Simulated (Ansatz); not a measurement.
**PBE0/6-311+G(d,p) run of SiH4O3 (SMILES O[SiH](O)O)**

What is the vertical electron affinity of SiH4O3 at PBE0/6-311+G**? 

The results are computed with Ansatz 0.2.0.

30 further runs of the same task are left out: 30 set aside as unsound or not needed. Runs told in other sessions of the task aren't counted.

### 1 The system as given

SiH4O3 has 8 atoms, charge 0, and is taken as a singlet. SMILES: `O[SiH](O)O`. The coordinates come from a PBE0-D4/def2-TZVP relaxation. This is one conformer, not always the lowest.

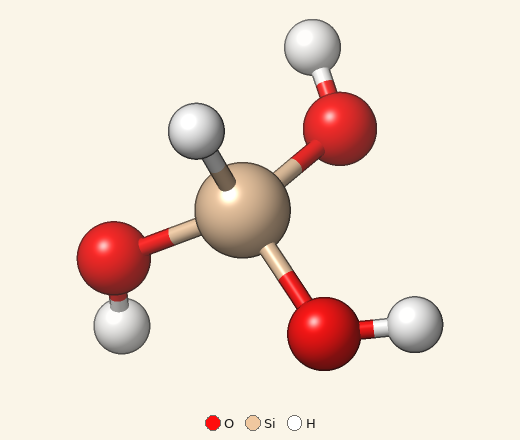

Viewed from a chosen angle; oxygen red, silicon light orange, hydrogen white.

### 2 The energy at PBE0/6-311+G(d,p)

molecule.yaml

```yaml
crystal:
  periodic: [false, false, false]
  atoms:
    - {symbol: O, position_ang: [0.057900, 1.618800, -0.225000]}
    - {symbol: Si, position_ang: [-0.171600, 0.082600, 0.269200]}
    - {symbol: O, position_ang: [1.169300, -0.861100, 0.196500]}
    - {symbol: O, position_ang: [-1.250800, -0.639700, -0.721300]}
    - {symbol: H, position_ang: [0.176800, 1.769800, -1.164500]}
    - {symbol: H, position_ang: [-0.642800, 0.209400, 1.662000]}
    - {symbol: H, position_ang: [1.894900, -0.655000, 0.786800]}
    - {symbol: H, position_ang: [-1.141700, -1.581700, -0.859700]}
basis:
  gaussian: {orbitals: 6-311+G_st__st_-spherical.json}
hamiltonian: {xc: {name: PBE0}}
accuracy: high
output: {orbitals: {seedname: orbitals}}
```

The basis set 6-311+G** is read from a file made from the Basis Set Exchange's data (not shown).

Launch:

```bash
$ ansatz run molecule.yaml --threads 1 --pin off --max-ram 3480MiB --events-out events.jsonl --progress --plain --runs-dir runs
```

Log:

```text
Warning: RAYON_NUM_THREADS=1 ignored (pool sized by the plan → 1); use --threads N
Functional definition: PBE0
  name "PBE0"
  parameter a = 0.25
  parameter kappa = 0.804
  parameter beta = 0.06672455060314922
  exchange = (1 - a)*pbe_x(kappa = kappa, mu = beta*pi^2/3) + a*exact_x
  correlation = pbe_c(beta = beta)
2260 factors; integrals over basis functions are off by at most 4.0e-9 eV
mean field evaluation 1: about -14068.3351 eV, gradient 8.7e1 eV
mean field evaluation 2: about -14051.4920 eV, gradient 1.3e2 eV
mean field evaluation 4: about -14079.8813 eV, gradient 1.4e0 eV
mean field evaluation 8: about -14080.0361 eV, gradient 2.0e-1 eV
mean field evaluation 16: about -14080.0362 eV, gradient 1.1e-5 eV
mean field -14080.03617700 eV, -517.4317857136 hartree, gradient 4.7e-8 eV, S^2 0.000000; 0 other end points of the search recorded, 0 dependent functions left out
reference -14080.03618136 eV, -517.4317858736 hartree; 21, 21 occupied and 99, 99 virtual orbitals, 2260 factors
Total energy: -14080.03618136 eV, -517.4317858736 hartree
```

It took 12 s on 1 thread of Arm Neoverse V2, shared host; peak memory 0.42 GiB.

### 3 The doublet anion

run.yaml

```yaml
crystal:
  periodic: [false, false, false]
  atoms:
    - {symbol: O, position_ang: [0.057900, 1.618800, -0.225000]}
    - {symbol: Si, position_ang: [-0.171600, 0.082600, 0.269200]}
    - {symbol: O, position_ang: [1.169300, -0.861100, 0.196500]}
    - {symbol: O, position_ang: [-1.250800, -0.639700, -0.721300]}
    - {symbol: H, position_ang: [0.176800, 1.769800, -1.164500]}
    - {symbol: H, position_ang: [-0.642800, 0.209400, 1.662000]}
    - {symbol: H, position_ang: [1.894900, -0.655000, 0.786800]}
    - {symbol: H, position_ang: [-1.141700, -1.581700, -0.859700]}
basis:
  gaussian: {orbitals: 6-311+G_st__st_-spherical.json}
total_charge: -1
magnetization: {spin_polarized: true, initial_magnetization: 1}
hamiltonian: {xc: {name: PBE0}}
accuracy: high
output: {orbitals: {seedname: orbitals}}
```

The basis set 6-311+G** is read from a file made from the Basis Set Exchange's data (not shown).

Launch:

```bash
$ ansatz run run.yaml --threads 1 --pin off --max-ram 3480MiB --events-out events.jsonl --progress --plain --runs-dir runs
```

Log:

```text
Warning: RAYON_NUM_THREADS=1 ignored (pool sized by the plan → 1); use --threads N
Functional definition: PBE0
  name "PBE0"
  parameter a = 0.25
  parameter kappa = 0.804
  parameter beta = 0.06672455060314922
  exchange = (1 - a)*pbe_x(kappa = kappa, mu = beta*pi^2/3) + a*exact_x
  correlation = pbe_c(beta = beta)
2260 factors; integrals over basis functions are off by at most 4.0e-9 eV
mean field evaluation 1: about -14074.9850 eV, gradient 3.5e1 eV
mean field evaluation 2: about -14069.9408 eV, gradient 5.3e1 eV
mean field evaluation 4: about -14078.8732 eV, gradient 1.0e0 eV
mean field evaluation 8: about -14079.1022 eV, gradient 2.6e-1 eV
mean field evaluation 16: about -14079.1035 eV, gradient 1.5e-2 eV
mean field evaluation 32: about -14079.1035 eV, gradient 3.9e-5 eV
mean field evaluation 64: about -14078.5238 eV, gradient 3.1e0 eV
mean field -14079.10352221 eV, -517.3975112821 hartree, gradient 4.2e-8 eV, S^2 0.750309; 9 other end points of the search recorded, 0 dependent functions left out
reference -14079.10352529 eV, -517.3975113952 hartree; 22, 21 occupied and 98, 99 virtual orbitals, 2260 factors
Total energy: -14079.10352529 eV, -517.3975113952 hartree
```

It took 91 s on 1 thread of Arm Neoverse V2, shared host; peak memory 0.6 GiB.

### 4 Summary of results

At PBE0/6-311+G**:

| quantity | value |
| --- | --- |
| singlet SiH4O3: total energy | -517.43179 Eh |
| singlet SiH4O3: HOMO energy | -9.18 eV |
| singlet SiH4O3: LUMO energy | -0.11 eV |
| singlet SiH4O3: HOMO–LUMO gap | 9.07 eV |
| doublet anion: total energy | -517.39751 Eh |
| doublet anion: HOMO energy (highest over α and β) | 2.08 eV |
| doublet anion: LUMO energy (lowest over α and β) | 3.26 eV |
| doublet anion: ⟨S²⟩ | 0.750 |
| vertical electron affinity (to the doublet anion) | -0.933 eV |

What this shows: The anion lies 0.93 eV (21.5 kcal/mol) above the neutral: the electron isn't bound at this level, and such a value depends on the basis. The HOMO (doublet anion) lies at positive energy, 2.08 eV, from the functional's self-interaction, a short basis or an electron that isn't bound; only total energies against the neutral tell.
